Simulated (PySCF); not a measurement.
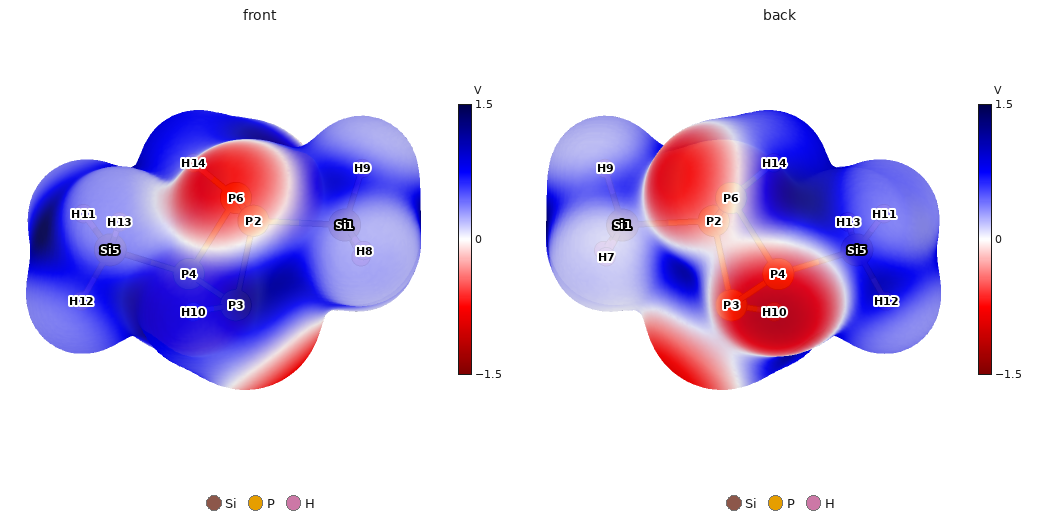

*H8P4Si2 (SMILES [SiH3]P1PP([SiH3])P1). The electrostatic potential painted on the density surface at 0.002 e/bohr³, seen from the front and from behind; the colour scale runs from red (negative) to blue (positive).*

Geometry: GFN2-xTB.

Method: PBE0/pcSseg-1, SCF density, gas phase, non-relativistic in PySCF.

```tsv
atom	x (Å)	y (Å)	z (Å)
Si	3.0577	0.1337	0.6788
P	0.9134	-0.5590	0.8781
P	0.3763	-0.4565	-1.2504
P	-1.1545	1.0584	-0.7226
Si	-2.8110	-0.2644	0.0791
P	0.0102	1.4285	1.1273
H	3.1838	1.2310	-0.2874
H	3.8014	-1.0484	0.2349
H	3.4389	0.5708	2.0245
H	-0.4384	-1.5922	-1.2389
H	-3.6852	0.6373	0.8340
H	-3.4444	-0.8320	-1.1134
H	-2.3005	-1.3347	0.9521
H	-0.9483	1.0269	2.0617
```

**Describe the electrostatic potential map.**

The most negative region (about −1.0 V) lies over P4, the most positive (about +1.4 V) over Si1 and Si5.
